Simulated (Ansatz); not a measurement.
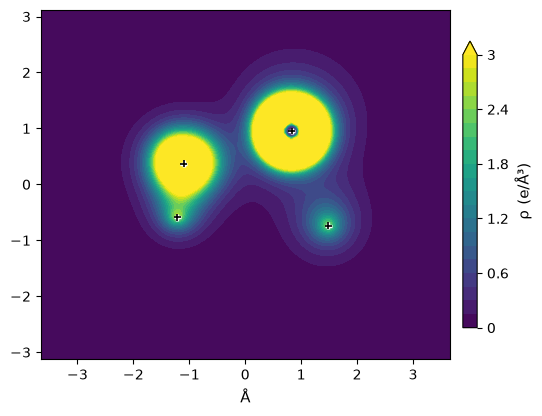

The electron density on a plane through atoms (crosses mark nuclei in the plane).

Level of theory: Ansatz 0.2.0, isolated molecule in a Gaussian basis; Kohn-Sham density functional theory, functional PBE0.

Candidates:
A. H₂OSn (SMILES [OH][SnH])
B. C₂H₃F₂ (SMILES C[C+](F)F) (charge +1)
C. AsHPSi (charge −1)

Q: Which system is this?

A: Candidate A: H₂OSn on the molecular plane, which holds O, Sn and H. Sn–O (2.01 Å): ρ is about 0.74 e/Å³ halfway. O–H (0.97 Å): ρ is about 3.7 e/Å³ halfway.
